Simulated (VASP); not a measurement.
Band structure of EuN (space group Fm-3m). Level of theory: PBEsol GGA, VASP's PBE PAW potentials (set 64) (plane waves; VASP).

The moments were started parallel, and other spin orders were not tried in this run.

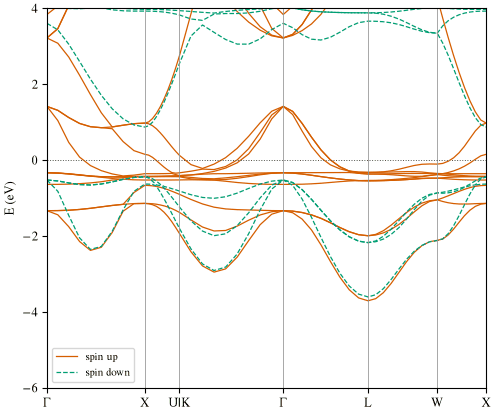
Figure. Bands along high-symmetry lines, zero at the valence-band maximum or, without a gap, the Fermi level

Task: Read the plot: is there a gap, and where are the band edges?

Result: It has no gap at this level: it comes out as a metal or semimetal.

The structure comes from a measured EuN entry of the Crystallography Open Database, whose conditions weren't checked. The cell was not relaxed at this level. The k-mesh is coarse (spacing up to 0.36 per Å, 2π included), so the numbers may not be converged in it.
